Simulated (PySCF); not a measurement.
A series of calculations on CH$_{5}$Al and related structures

## 1. Relaxation

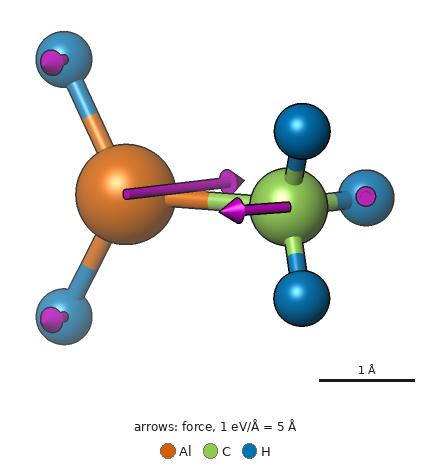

Starting geometry of CH$_{5}$Al with the computed forces as purple arrows. A ball-and-stick model, seen at a tilt.

It is one of the separated reactants of a reaction.

These are results of RKS PBE0-D4/def2-TZVP, density fitting (PySCF 2.14.0), not measurements. 

Q: What follows when this structure is relaxed?

A: It isn't relaxed: the largest force vector, on the Al atom, is 0.33 eV/Å. The final displacements follow the starting forces only in part (cosine between the two patterns 0.66). The atom that moves furthest after the best rigid fit is the Al atom (0.050 Å). By element the largest moves are Al 0.050 Å, H 0.028 Å, C 0.010 Å. Some distances before and after: Al–C 1.958 → 1.950 Å. Over 2 geometry steps the energy falls by 0.23 kcal/mol.

## 2. Relaxation

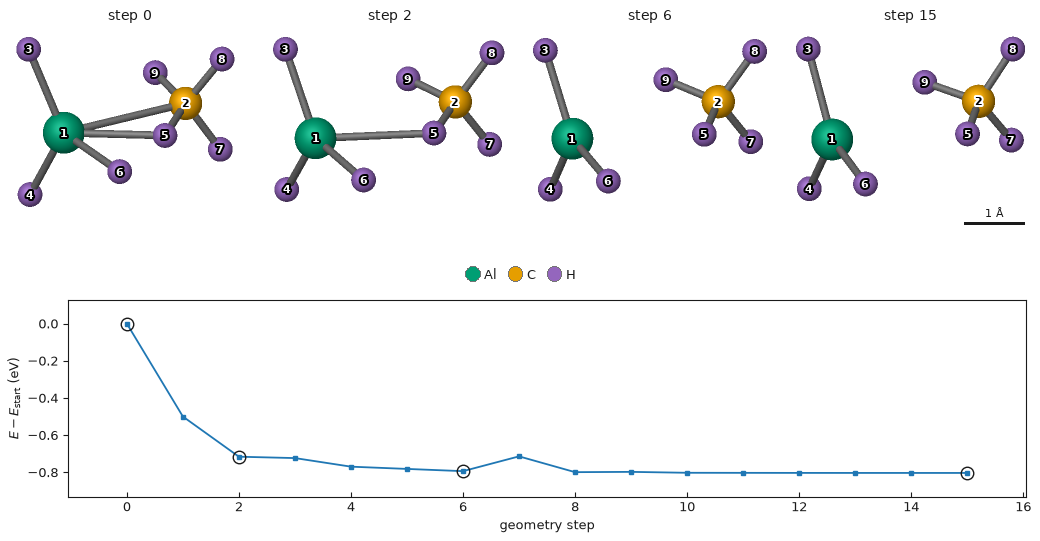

Frames of a relaxation of CH7Al (started from a transition state, displaced along its imaginary mode), marked on the history of the run. The picture is a ball-and-stick view, seen at a tilt.

All numbers below come from PySCF, RKS PBE0-D4/def2-TZVP, density fitting. 

Q: Describe the path.

A: The largest move after the best rigid fit is that of H6, 0.71 Å. By element the largest moves are H 0.71 Å, Al 0.30 Å, C 0.23 Å. Some distances before and after: Al1–H5 1.717 → 2.298 Å, Al1–C2 2.273 → 2.777 Å, C2–H5 1.127 → 1.099 Å, Al1–H6 1.615 → 1.589 Å. Bonds break, among them: Al1–H5 (1.72 → 2.30 Å). Among the angles between lasting bonds that change: H5–C2–H9 134.4° → 113.9°, H3–Al1–H4 128.7° → 120.0°, H5–C2–H8 99.3° → 107.5°. After 15 geometry steps the energy has fallen by 0.803 eV. The run took 52 s on 4 threads of AMD EPYC 7B13, on a shared host. From step 0 to 2: H6 moves most (0.38 Å), energy −0.716 eV. From step 2 to 6: H6 moves most (0.28 Å), energy −0.078 eV. From step 6 to 15: H6 moves most (0.07 Å), energy −0.010 eV.

```tsv
step	E − E(0), eV
0	0.0000
1	-0.4997
2	-0.7159
3	-0.7232
4	-0.7694
5	-0.7815
6	-0.7936
7	-0.7140
8	-0.7990
9	-0.7974
10	-0.8023
11	-0.8027
12	-0.8030
13	-0.8031
14	-0.8032
15	-0.8032
```

## 3. Reaction

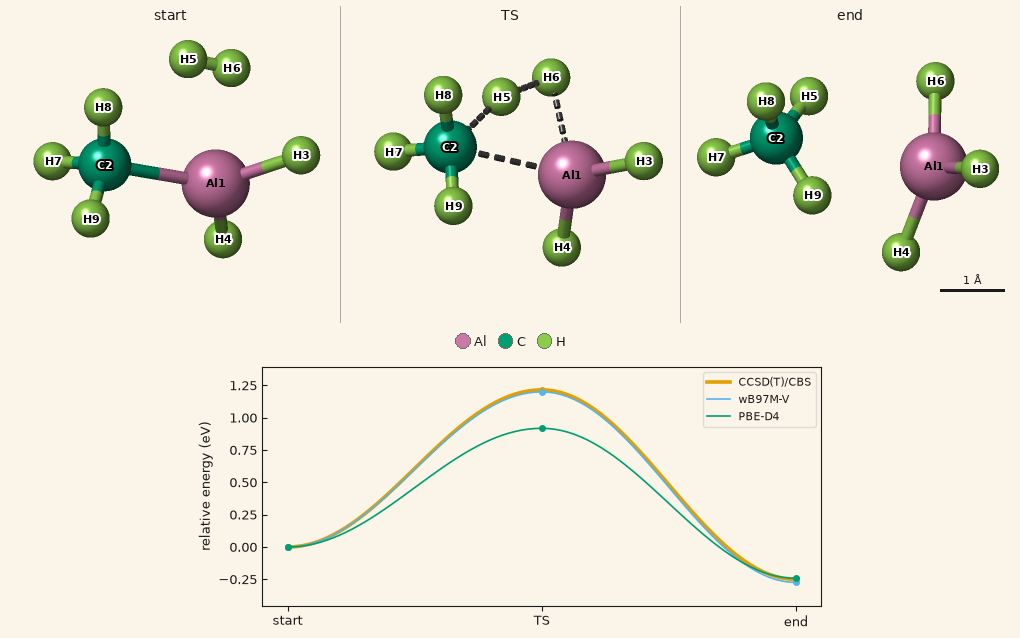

A reaction step of CH7Al, with its energy diagram. A ball-and-stick model, seen at a tilt. Dashed sticks mark bonds that form or break.

Stationary points at PBE0-D4/def2-TZVP, single-point energies with CCSD(T)/CBS, wB97M-V, PBE-D4 (def2-TZVPP where no basis is named; PySCF 2.14.0). The energies are electronic, without zero-point or thermal terms, and both ends are the relaxed geometries reached downhill from the saddle, with any fragments still in contact. CCSD(T)/CBS stands for a frozen-core estimate: MP2 correlation extrapolated from def2-TZVPP and def2-QZVPP, CCSD(T) minus MP2 from the smaller set.

### Describe the step and its energetics.

Counted by bonded pieces, the start holds CH₅Al + H₂ and the end holds AlH₃ + CH₄. From the start over the saddle to the end, bonds form: Al1–H6 (2.24 → 1.74 → 1.59 Å), C2–H5 (2.80 → 1.48 → 1.10 Å). Bonds break: Al1–C2 (1.96 → 2.14 → 2.78 Å), H5–H6 (0.76 → 1.06 → 2.39 Å). The saddle has one imaginary mode, 1337i cm⁻¹. The end the start keeps a soft imaginary mode of 142i cm⁻¹, so it isn't quite a minimum. The end the end keeps a soft imaginary mode of 57i cm⁻¹, so it isn't quite a minimum. With CCSD(T)/CBS the barrier is 1.22 eV from the start and 1.47 eV from the end, and the end lies 0.25 eV below the start.

| level | barrier from the start (eV) | barrier from the end (eV) | the end less the start (eV) |
| --- | --- | --- | --- |
| CCSD(T)/CBS | 1.22 | 1.47 | −0.25 |
| wB97M-V | 1.20 | 1.47 | −0.27 |
| PBE-D4 | 0.92 | 1.16 | −0.24 |

Against CCSD(T)/CBS, wB97M-V comes closest on the barrier from the start (−0.02 eV) and PBE-D4 misses most (−0.30 eV).

Limits of the set-up: the start holds two separate molecules, 2.2 Å apart at their closest, whose relative position is a soft coordinate.
